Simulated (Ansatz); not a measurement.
# BiAs (model cell, started as NiAs type): a soft mode frozen in, part 2 of 2

Aim: this structure of BiAs (model cell, started as NiAs type) is to be tested for unstable modes, and one is followed downhill.

Ansatz 0.2.0; DFT PBE, scalar-relativistic, plane waves, PAW.

So far, highest frequency on the path or at a solved wavevector (cm⁻¹): step 2 (response at finite wavevector) 159. Also lowest frequency on the path (cm⁻¹): step 2 -113.

The structure was built from a prototype and need not be the compound's stable phase.

### Step 6. Relaxing from the distorted cell

Starting from the lowest point found, all atoms and the cell are let go, so that strain and other modes of the same symmetry can join in.

Input file input.yaml:

```yaml
crystal:
  lattice:
    - [4.1773176012, 0.0, 0.0]
    - [-2.0886588006, 3.6176631623, 0.0]
    - [0.0, 0.0, 7.4141078752]
  atoms:
    - { symbol: Bi, position: [0.0, 0.0, -0.0106381287] }
    - { symbol: Bi, position: [0.0, 0.0, 0.4893618713] }
    - { symbol: As, position: [0.3333333333, 0.6666666667, 0.2796731588] }
    - { symbol: As, position: [0.6666666667, 0.3333333333, 0.7796731588] }
kpoints:
  mp_grid: { grid: [12, 12, 6] }
hamiltonian:
  xc: pbe
scf:
  occupations: { method: methfessel_paxton, width: 0.2 }
output:
  forces: true
  stress: true
  eigenvalues: true
relax:
  adjacent_minimum: "off"
  f_tol: 0.002
  max_steps: 120
  cell: { stress_tol: 0.03 }
```

Launch:

```console
> ansatz run input.yaml --threads 4 --pin off --max-ram 7168MiB --backend cpu --events-out ev --progress --plain --runs-dir out
```

Numbers of over 12 decimals in the logs are rounded to 6 here.

The log of the run:

```text
[...]
Crystal: 4 atoms, lattice volume = 112.043 Å³
Basis set: ecut = 420 eV, 2143 PW (Γ), exchange–correlation on 60×60×100 points (8 copies of the dense FFT grid, shifted against one another)
Bands: 36, of which v1, the nominal top of the filled ones, is band 30 counted from 1 (29 counted from 0)
Symmetry: 12 space group operations
[...]
k-points: 76 of 864 (time reversal used)
[...]
SCF iter   1: F=—  HF=-34505.166316 eV  |F-HF|=—  |Δ(HF+E_count)|=         —  Δρ=1.69e-3  dr2=3.68e-3  ethr=1.77e-3  ⟨swp⟩=6.3  Hψ=10763  notcnv=0
[...]
SCF iter   7: F=-34505.164721 eV  HF=-34505.164721 eV  |F-HF|=1.45e-8  |Δ(HF+E_count)|=   3.78e-7  S|Δr|=    0.00e0  Δρ=3.02e-6  dr2=1.37e-8  ethr=1.67e-10  ⟨swp⟩=8.2  Hψ=11122  notcnv=0
SCF 1 converged in 7 iterations: F = -34505.164721 eV  dr2 = 1.37e-8
[...]
relax step   1: F+E_penalty+E_count = -34505.16472148 eV  Δ(F+E_penalty+E_count) = +0.000e0 eV  max|allowed force component| = 9.971e-2 eV/Å  Δτ_max = 0.0000 Å  P = +2.149 GPa  Ω = 112.043 Å³  (7 SCF iters, dr2 threshold 1.00e-7 eV, accepted)
Crystal: 4 atoms, lattice volume = 119.157 Å³
Basis set: ecut = 420 eV, 2311 PW (Γ), exchange–correlation on 60×60×100 points (8 copies of the dense FFT grid, shifted against one another)
[...]
SCF iter   7: F=-34505.246107 eV  HF=-34505.246107 eV  |F-HF|=4.33e-8  |Δ(HF+E_count)|=   5.03e-7  S|Δr|=    0.00e0  Δρ=6.39e-6  dr2=8.38e-8  ethr=6.67e-10  ⟨swp⟩=6.0  Hψ=10874  notcnv=0
SCF 2 converged in 7 iterations: F = -34505.246107 eV  dr2 = 8.38e-8
relax step   2: F+E_penalty+E_count = -34505.24610719 eV  Δ(F+E_penalty+E_count) = -8.139e-2 eV  max|allowed force component| = 3.367e-1 eV/Å  Δτ_max = 0.0267 Å  P = -0.927 GPa  Ω = 119.157 Å³  energy of the carried Pulay correction = -1.262e-3 eV  (7 SCF iters, dr2 threshold 4.00e-7 eV, accepted)
Crystal: 4 atoms, lattice volume = 121.416 Å³
Basis set: ecut = 420 eV, 2337 PW (Γ), exchange–correlation on 60×60×100 points (8 copies of the dense FFT grid, shifted against one another)
[...]
SCF iter   7: F=-34505.304983 eV  HF=-34505.304982 eV  |F-HF|=9.67e-8  |Δ(HF+E_count)|=   9.75e-7  S|Δr|=    0.00e0  Δρ=6.19e-6  dr2=8.07e-8  ethr=6.67e-10  ⟨swp⟩=6.5  Hψ=12289  notcnv=0
SCF 3 converged in 7 iterations: F = -34505.304983 eV  dr2 = 8.07e-8
[...]
relax step   3: F+E_penalty+E_count = -34505.30498255 eV  Δ(F+E_penalty+E_count) = -5.888e-2 eV  max|allowed force component| = 1.500e-1 eV/Å  Δτ_max = 0.0434 Å  P = -0.692 GPa  Ω = 121.416 Å³  energy of the carried Pulay correction = -1.647e-3 eV  (7 SCF iters, dr2 threshold 4.00e-7 eV, accepted)
[...]
relax step   4: F+E_penalty+E_count = -34505.32435028 eV  Δ(F+E_penalty+E_count) = -1.937e-2 eV  max|allowed force component| = 2.713e-2 eV/Å  Δτ_max = 0.0307 Å  P = +0.558 GPa  Ω = 121.112 Å³  energy of the carried Pulay correction = -1.596e-3 eV  (6 SCF iters, dr2 threshold 4.00e-7 eV, accepted)
[...]
relax step   5: F+E_penalty+E_count = -34505.32832649 eV  Δ(F+E_penalty+E_count) = -3.976e-3 eV  max|allowed force component| = 5.144e-2 eV/Å  Δτ_max = 0.0011 Å  P = +0.060 GPa  Ω = 122.327 Å³  energy of the carried Pulay correction = -1.800e-3 eV  (5 SCF iters, dr2 threshold 4.00e-7 eV, accepted)
[...]
relax step   6: F+E_penalty+E_count = -34505.32896511 eV  Δ(F+E_penalty+E_count) = -6.386e-4 eV  max|allowed force component| = 1.260e-3 eV/Å  Δτ_max = 0.0029 Å  P = -0.025 GPa  Ω = 122.264 Å³  energy of the carried Pulay correction = -1.789e-3 eV  (4 SCF iters, dr2 threshold 1.65e-7 eV, accepted)
[...]
relax step   7: F+E_penalty+E_count = -34505.33415229 eV  Δ(F+E_penalty+E_count) = -5.187e-3 eV  max|allowed force component| = 2.211e-3 eV/Å  Δτ_max = 0.0000 Å  P = +0.045 GPa  Ω = 122.264 Å³  stress off target by 1.77e-1 GPa  SCF on the basis re-selected at this cell (its energy is not comparable with the rows above)  (8 SCF iters)
[...]
relax step   8: F+E_penalty+E_count = -34505.33458935 eV  Δ(F+E_penalty+E_count) = -4.371e-4 eV  max|allowed force component| = 4.755e-3 eV/Å  Δτ_max = 0.0025 Å  P = +0.012 GPa  Ω = 122.610 Å³  energy of the carried Pulay correction = -5.764e-5 eV  (5 SCF iters, dr2 threshold 7.82e-8 eV, accepted)
[...]
relax step   9: F+E_penalty+E_count = -34505.33467206 eV  Δ(F+E_penalty+E_count) = -8.272e-5 eV  max|allowed force component| = 2.904e-4 eV/Å  Δτ_max = 0.0022 Å  P = +0.001 GPa  Ω = 122.872 Å³  energy of the carried Pulay correction = -1.017e-4 eV  (5 SCF iters, dr2 threshold 1.01e-8 eV, accepted)
[...]
SCF iter   6: F=-34505.334775 eV  HF=-34505.334775 eV  |F-HF|=0.00e0  |Δ(HF+E_count)|=    0.00e0  S|Δr|=    0.00e0  Δρ=2.11e-8  dr2=9.44e-13  ethr=1.00e-12  ⟨swp⟩=6.1  Hψ=12955  notcnv=0
SCF 10 converged in 6 iterations: F = -34505.334775 eV  dr2 = 9.44e-13
relax step  10: F+E_penalty+E_count = -34505.33477530 eV  Δ(F+E_penalty+E_count) = -1.032e-4 eV  max|allowed force component| = 3.070e-4 eV/Å  Δτ_max = 0.0000 Å  P = +0.000 GPa  Ω = 122.872 Å³  stress off target by 1.06e-2 GPa  SCF on the basis re-selected at this cell (its energy is not comparable with the rows above)  (6 SCF iters)
[...]
SCF converged after 6 iterations
[...]
Free energy (F): -34505.334775 eV
[...]
Internal energy: -34505.336394 eV  (E = F + TS)
E sigma→0 (E₀):  -34505.335180 eV
Entropy (-TS):   0.001618 eV (0.405 meV/atom)
Fermi energy:    9.062834 eV
[...]
--- Forces (eV/Å), atoms counted from 1 ---
  atom   1  Bi    -0.00000000     0.00000000    -0.00030696
  atom   2  Bi     0.00000000     0.00000000    -0.00030696
  atom   3  As    -0.00000000    -0.00000000     0.00030696
  atom   4  As     0.00000000    -0.00000000     0.00030696
  max |Σ_I F_I| component: 8.04e-9 eV/Å
--- Stress (GPa, compression-positive) ---
       -0.004599      -0.000000       0.000000
       -0.000000      -0.004599       0.000000
        0.000000       0.000000       0.010551
  P = ⅓ Tr σ = 0.0005 GPa (0.005 kbar)
--- Band table (eV; the first three rows and the last of 76) ---
  k-point 0: bands = [... 26 lower, 7.8047, 8.2676, 8.2676, 8.4641, 10.1602, 10.9550, 10.9691, 10.9691, ... 2 higher]
  k-point 1: bands = [... 26 lower, 7.8324, 8.2325, 8.2325, 8.3269, 10.2809, 10.9611, 10.9979, 10.9979, ... 2 higher]
  k-point 2: bands = [... 26 lower, 7.9101, 7.9988, 8.1403, 8.1403, 10.5431, 10.9337, 11.0778, 11.0778, ... 2 higher]
  k-point 75: bands = [... 26 lower, 6.3394, 6.3394, 6.7439, 6.7439, 9.3483, 9.3483, 12.7166, 12.7166, ... 2 higher]
--- Relaxed structure (8 steps of the walk, 8 accepted, 2 SCFs on fresh bases) ---
  F+E_penalty+E_count = -34505.33477530 eV   max|allowed force component| = 3.070e-4 eV/Å   (the final SCF, on the basis selected at the relaxed cell)
  cell:  # Å, volume = 122.8724 Å³
    - [4.113574, 0, 0.0]
    - [-2.056787, 3.562459, 0]
    - [0, 0, 8.384651]
  atoms:
    - { symbol: Bi, position: [0, 0, -0.024635] }
    - { symbol: Bi, position: [0, 0, 0.475365] }
    - { symbol: As, position: [0.333333, 0.666667, 0.293670] }
    - { symbol: As, position: [0.666667, 0.333333, 0.793670] }
```

Wall time 63 s (4 threads of Arm Neoverse V2, shared host); peak memory 0.6 GiB; 4.1 min of CPU time.

The steps of the relaxation:

| step | energy less that of the first step (eV) | largest force component (eV/Å) | pressure (GPa) | volume (Å³) |
| --- | --- | --- | --- | --- |
| 1 | 0.0000 | 0.0997 | 2.15 | 112.04 |
| 2 | -0.0814 | 0.3367 | -0.93 | 119.16 |
| 3 | -0.1403 | 0.1500 | -0.69 | 121.42 |
| 4 | -0.1596 | 0.0271 | 0.56 | 121.11 |
| 5 | -0.1636 | 0.0514 | 0.06 | 122.33 |
| 6 | -0.1642 | 0.0013 | -0.02 | 122.26 |
| 7* | -0.1694 | 0.0022 | 0.05 | 122.26 |
| 8 | -0.1699 | 0.0048 | 0.01 | 122.61 |
| 9 | -0.1700 | 0.0003 | 0.00 | 122.87 |
| 10* | -0.1701 | 0.0003 | 0.00 | 122.87 |

Relaxation steps marked * repeat the geometry before them on a plane-wave basis chosen anew for their cell, so energy and pressure can jump there.

Forces are held to the 12 operations that the run works with; a distortion that breaks them can't arise in this run.

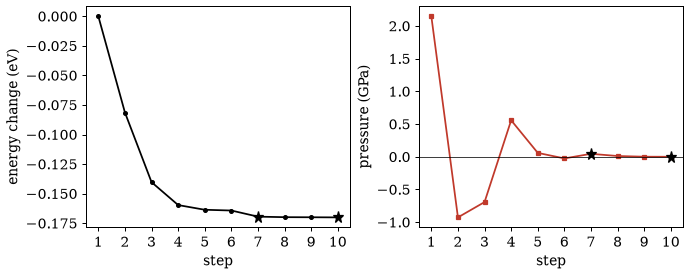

Energy and pressure along the relaxation. Stars mark steps on a basis chosen anew.

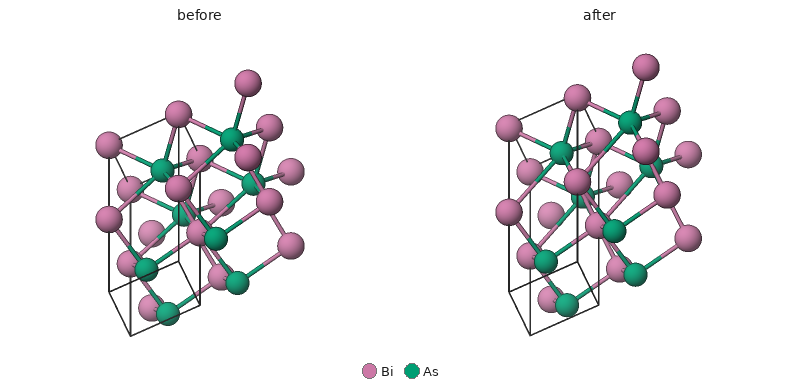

The structure before and after the relaxation, drawn at the same scale. Bonds to atoms that aren't drawn are left out.

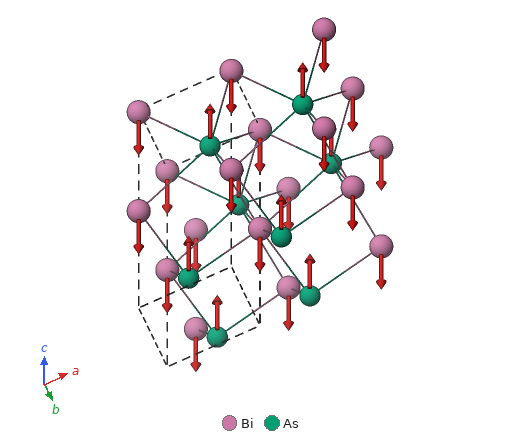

Displacements in the relaxation, exaggerated, measured against the changing cell; the longest in the cell stands for 0.12 Å. Bonds to atoms that aren't drawn are left out. 2×2×1 cells are drawn. Some periodic images of atoms are drawn too.

| cell as run | before | after | change |
| --- | --- | --- | --- |
| a (Å) | 4.177 | 4.114 | -1.5 % |
| b (Å) | 4.177 | 4.114 | -1.5 % |
| c (Å) | 7.414 | 8.385 | +13.1 % |
| volume (Å³/atom) | 28.01 | 30.72 | +9.7 % |

The atoms that moved most (Å, as changes of fractional coordinates times the final cell):

| atom | dx | dy | dz | length |
| --- | --- | --- | --- | --- |
| As4 | 0.000 | 0.000 | 0.117 | 0.117 |
| Bi1 | 0.000 | 0.000 | -0.117 | 0.117 |
| Bi2 | 0.000 | 0.000 | -0.117 | 0.117 |
| As3 | 0.000 | 0.000 | 0.117 | 0.117 |

The relaxed structure:

```cif
data_structure
_symmetry_space_group_name_H-M 'P 1'
_symmetry_Int_Tables_number 1
_cell_length_a 4.1136
_cell_length_b 4.1136
_cell_length_c 8.3847
_cell_angle_alpha 90.000
_cell_angle_beta 90.000
_cell_angle_gamma 120.000
_cell_volume 122.87
loop_
_atom_site_label
_atom_site_type_symbol
_atom_site_fract_x
_atom_site_fract_y
_atom_site_fract_z
_atom_site_occupancy
Bi1 Bi 0.00000 0.00000 0.97536 1
Bi2 Bi 0.00000 0.00000 0.47536 1
As3 As 0.33333 0.66667 0.29367 1
As4 As 0.66667 0.33333 0.79367 1
```

This step gave:

- pressure: 4.51e-4 GPa
- volume per atom: 30.72 Å³

The distorted start has space group P6_3mc; the relaxation ends in P6_3mc.

### Step 7. The new phase in its own primitive cell

The relaxed structure is symmetrised, reduced to its primitive cell and relaxed tightly, as its phonons need.

input.yaml, the sections that differ from step 6:

```yaml
crystal:
  lattice:
    - [4.1135737334, 0.0, 0.0]
    - [-2.0567868667, 3.5624593535, 0.0]
    - [0.0, 0.0, 8.3846508211]
  atoms:
    - { symbol: Bi, position: [0.0, 0.0, 0.9753649772] }
    - { symbol: Bi, position: [0.0, 0.0, 0.4753649772] }
    - { symbol: As, position: [0.3333333333, 0.6666666667, 0.2936700529] }
    - { symbol: As, position: [0.6666666667, 0.3333333333, 0.7936700529] }
relax:
  adjacent_minimum: "off"
  f_tol: 0.001
  max_steps: 60
  cell: { stress_tol: 0.01 }
# kpoints, hamiltonian, scf, output: as in step 6
```

The log of the run:

```text
[...]
Crystal: 4 atoms, lattice volume = 122.872 Å³
Basis set: ecut = 420 eV, 2369 PW (Γ), exchange–correlation on 60×60×120 points (8 copies of the dense FFT grid, shifted against one another)
Bands: 36, of which v1, the nominal top of the filled ones, is band 30 counted from 1 (29 counted from 0)
Symmetry: 12 space group operations
[...]
--- Relaxed structure (4 steps of the walk, 3 accepted, 1 SCFs on fresh bases) ---
[...]
cell:  # Å, volume = 122.9073 Å³
    - [4.113050, 0.0, 0.0]
    - [-2.056525, 3.562006, 0]
    - [0, 0.0, 8.389172]
  atoms:
    - { symbol: Bi, position: [0, 0, 0.975323] }
    - { symbol: Bi, position: [0, 0, 0.475323] }
    - { symbol: As, position: [0.333333, 0.666667, 0.293712] }
    - { symbol: As, position: [0.666667, 0.333333, 0.793712] }
[key lines of the parts left out:]
SCF converged after 5 iterations
Free energy (F): -34505.334775 eV
Fermi energy:    9.059299 eV
P = ⅓ Tr σ = 0.0000 GPa (0.000 kbar)
```

The job ended after 32 s (4 threads; peak memory 0.61 GiB).

Little changed from the start: no atom moved by 0.005 Å and no cell edge by 0.1 %.

Numbers from this step:

| Item | Value |
| --- | --- |
| pressure | 2.93e-6 GPa |
| volume per atom | 30.73 Å³ |

The largest force component left is 0.084 meV/Å and the pressure is 0.000 GPa, within the tolerances set. The cell now holds 30.73 Å³/atom.

### Step 8. Modes of the new phase

A relaxed structure may still be a saddle point, so its zone-centre modes are computed. No field response is asked, since the mesh shows no gap.

input.yaml, the sections that differ from step 7:

```yaml
crystal:
  lattice:
    - [4.1130498508, 0.0, 0.0]
    - [-2.0565249254, 3.5620056579, 0.0]
    - [0.0, 0.0, 8.3891721626]
  atoms:
    - { symbol: Bi, position: [0.0, 0.0, 0.9753229405] }
    - { symbol: Bi, position: [0.0, 0.0, 0.4753229405] }
    - { symbol: As, position: [0.3333333333, 0.6666666667, 0.2937120896] }
    - { symbol: As, position: [0.6666666667, 0.3333333333, 0.7937120896] }
output:
  eigenvalues: true
phonons:
  method: dfpt
# kpoints, hamiltonian, scf: as in step 7
# relax: removed
```

The log of the run:

```text
[...]
Crystal: 4 atoms, lattice volume = 122.907 Å³
Basis set: ecut = 420 eV, 2369 PW (Γ), exchange–correlation on 60×60×120 points (8 copies of the dense FFT grid, shifted against one another)
Bands: 36, of which v1, the nominal top of the filled ones, is band 30 counted from 1 (29 counted from 0)
Symmetry: 12 space group operations
k-points: 242 of 864 (irreducible under 2 space group operations, time reversal used)
[...]
SCF iter   1: F=—  HF=-34505.335518 eV  |F-HF|=—  |Δ(HF+E_count)|=         —  Δρ=1.53e-3  dr2=4.04e-3  ethr=1.77e-3  ⟨swp⟩=6.4  Hψ=34901  notcnv=0
[...]
SCF iter   9: F=-34505.334775 eV  HF=-34505.334775 eV  |F-HF|=1.46e-11  |Δ(HF+E_count)|=  3.64e-11  S|Δr|=    0.00e0  Δρ=4.72e-8  dr2=3.13e-12  ethr=1.00e-12  ⟨swp⟩=10.3  Hψ=46951  notcnv=0
SCF 1 converged in 9 iterations: F = -34505.334775 eV  dr2 = 3.13e-12
[...]
DFPT response loops at Γ: preconditioner auto → Kerker (q_TF=auto, 2.421 Å⁻¹) (partly filled bands, converged f_vac=0.029); β = 1.00, the filter's whole step (`scf.mixing.beta` (0.50) is not read by the response loops under this deck's `scf.mixing.preconditioner`; to damp them name `kerker` or `kerker_dos`, under which they read `scf.mixing.beta`, and type it under 1.00, their step now; both keys bind the ground state too); Broyden in place of MSR1
SCF converged after 9 iterations
[...]
Free energy (F): -34505.334775 eV
[...]
Internal energy: -34505.336376 eV  (E = F + TS)
E sigma→0 (E₀):  -34505.335175 eV
Entropy (-TS):   0.001601 eV (0.400 meV/atom)
Fermi energy:    9.059299 eV
[...]
--- Band table (eV; the first three rows and the last of 242) ---
  k-point 0: bands = [... 26 lower, 7.8032, 8.2644, 8.2644, 8.4623, 10.1569, 10.9486, 10.9676, 10.9676, ... 2 higher]
  k-point 1: bands = [... 26 lower, 7.8308, 8.2295, 8.2295, 8.3249, 10.2773, 10.9547, 10.9963, 10.9963, ... 2 higher]
  k-point 2: bands = [... 26 lower, 7.9082, 7.9963, 8.1376, 8.1376, 10.5388, 10.9275, 11.0761, 11.0761, ... 2 higher]
  k-point 241: bands = [... 26 lower, 5.7903, 5.7903, 7.4144, 7.4144, 9.8000, 9.8000, 12.1668, 12.1668, ... 2 higher]
--- Phonons (Γ-DFPT): 4 representative perturbations + reference, on 242 of 864 k-points (Σ response iterations 12) ---
  k mesh reduced under 2 symmetry operations, with k and −k counted as one. Each operation leaves every solved perturbation unchanged. A smaller set is not used because it would not reduce the number of displacements times k-points to solve
  ASR residual: 1.402e-4 → 0.000e0 eV/Å²; symmetrization residual: 5.389e-5 eV/Å²
  ASR residual per site (eV/Å²): 4.87e-5 4.87e-5 1.40e-4 1.40e-4
[...]
non-analytic LO–TO correction: not included (Born effective charges unavailable; polar crystals: no LO–TO splitting at Γ)
```

Run time: 2.1 min. Hardware: 4 threads; peak memory 3.5 GiB; 8.1 min of CPU time.

Numbers from this step:

| Quantity | Value |
| --- | --- |
| sum-rule residual before enforcement | 1.40e-4 eV/Å² |
| point group | 6mm |
| highest optical mode at the zone centre (no LO-TO term) | 191.3 cm⁻¹ |
| lowest optical zone-centre mode | 25.64 cm⁻¹ |

Patterns of degenerate modes are one choice out of their space. Modes at Γ, with each element's share of the kinetic energy:

| mode | frequency (cm⁻¹) | symmetry | Bi % | As % |
| --- | --- | --- | --- | --- |
| 1 | 0.0 | acoustic | 74 | 26 |
| 2 | 0.0 | acoustic | 74 | 26 |
| 3 | 0.0 | acoustic | 74 | 26 |
| 4 | 25.6 | E2 | 77 | 23 |
| 5 | 25.6 | E2 | 77 | 23 |
| 6 | 60.0 | B1 | 75 | 25 |
| 7 | 152.1 | E1 | 26 | 74 |
| 8 | 152.1 | E1 | 26 | 74 |
| 9 | 157.7 | E2 | 23 | 77 |
| 10 | 157.7 | E2 | 23 | 77 |
| 11 | 179.2 | A1 | 26 | 74 |
| 12 | 191.3 | B1 | 25 | 75 |

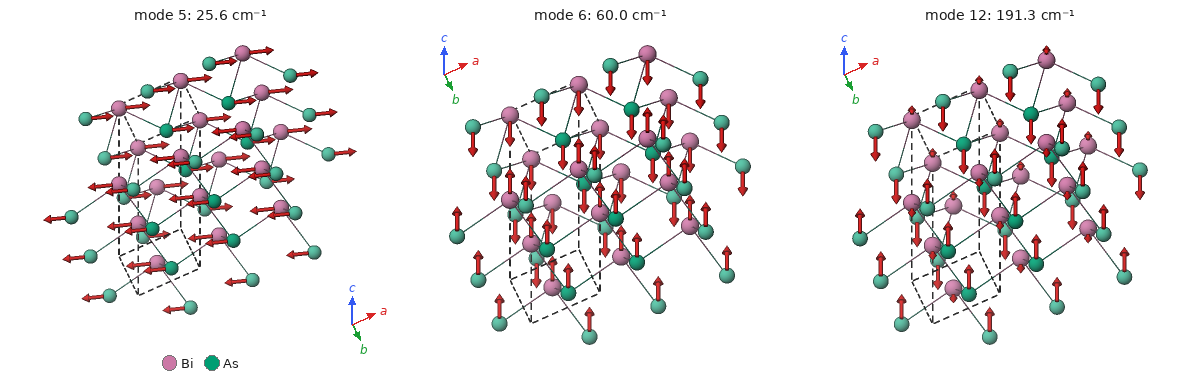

Displacement patterns of modes 5, 6 and 12 at Γ; arrows are exaggerated. 2×2×1 cells are drawn. Some periodic images of atoms are drawn too.

Before it was imposed, the acoustic sum rule was missed by 1.4e-4 eV/Å². Small misses are needed for a sound result but don't prove that mesh and cutoff are converged. The lowest optical mode is real, 25.6 cm⁻¹.

### Step 9. What came out

| Item | Value |
| --- | --- |
| unstable mode of the parent | q = (0, 0, 0), 113i cm⁻¹ |
| depth at the lowest point sampled | 30.9 meV/atom |
| largest atomic shift at that point | 0.22 Å |
| space group reached (within 0.01 Å) | P6_3mc |
| energy gained over the parent (first relaxation, on the mesh of the frozen mode) | 73.1 meV/atom |
| volume per atom, phase reached | 30.7 Å³ |
| lowest optical zone-centre mode, phase reached | 25.6 cm⁻¹ |
| highest optical mode at the zone centre (no LO-TO term), phase reached | 191 cm⁻¹ |

**Reading.** Along this mode the structure falls into P6_3mc, 73.1 meV/atom below the parent. At the parent's cell the well is 30.91 meV/atom deep on the steps tried, with its lowest point at a shift of 0.22 Å. Relaxing atoms and cell changes the gain by +42.18 meV/atom against the lowest step (energies at zero smearing). The new phase has no imaginary mode at the zone centre of its cell; other wavevectors were not checked. Of the 2 patterns followed to their end from this parent, this one reaches the lowest energy. Each path keeps the symmetry of its pattern, so a lower phase may lie along a pattern not tried. The q mesh stands for a supercell only 8.4 Å across, so branches between the solved wavevectors are rough. With no gap, or one that is small against the smearing, the frequencies hang on the k mesh and the smearing, most of all near Kohn anomalies. Spin-orbit coupling is left out, which can matter for the heavy elements here. A phonon run warned that its eigensolver left some bands unconverged in a pass. The starting cell was built on a prototype and not taken from a measurement, so the phase need not exist.

[Logs are printed without paths, hosts, clocks, repeated set-up lines and the standing remarks that a program may print on its own settings, such as how far it seeks lower states.]

[Hosts, paths, dates, database ids (printed as entryN), source tags and the programs' standing remarks are cut or masked in the printed files.]
